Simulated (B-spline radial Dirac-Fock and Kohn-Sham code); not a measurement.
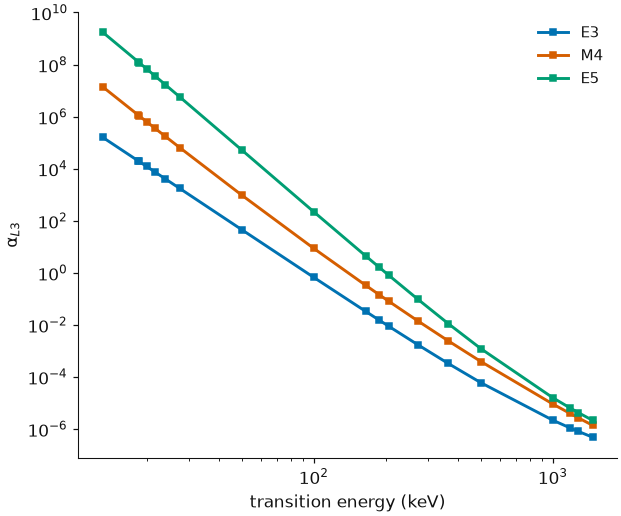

L3-subshell internal conversion coefficients against transition energy, at the marked points and joined by straight lines (also across edges). Species: bromine (Z = 35). The calculation used a Dirac–Hartree–Slater potential of the neutral atom, no hole, surface-current nucleus (a B-spline radial atomic code).

### How do the multipoles rank at 50.0 keV?

E5 (51900), M4 (958), E3 (45.1).

### Above what energy does an E3 transition emit more photons than L3-subshell conversion electrons?

Between 50.0 and 100 keV, where α drops through 1.
